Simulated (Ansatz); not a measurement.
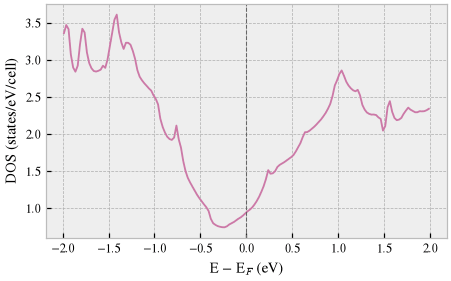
Fig. 1. Density of states of NbH (Cmme) near the Fermi level, PBEsol, rigid bands run with Ansatz (an electronic-structure program).

### Question
With 4 atoms a cell, what bare Sommerfeld coefficient γ = (π²/3) k_B² N(E_F) follows?

### Answer
N(E_F) ≈ 0.94 states/eV a cell at 300 K, so γ ≈ 0.56 mJ/(mol of atoms·K²), before many-body enhancement (phonons, spin fluctuations, correlation).

### Question
How far does the Fermi level move in a rigid band for 0.1 electron a cell added or removed?

### Answer
99 meV and -113 meV.

A metal at this level (no band gap); rigid bands, thermally averaged at 300 K, both spins. Spin-orbit coupling is left out. Geometry: cell and atoms relaxed with PBEsol.

Computed structure with no diffraction record at hand here (it may be known, metastable or hypothetical): NbH (Cmme).
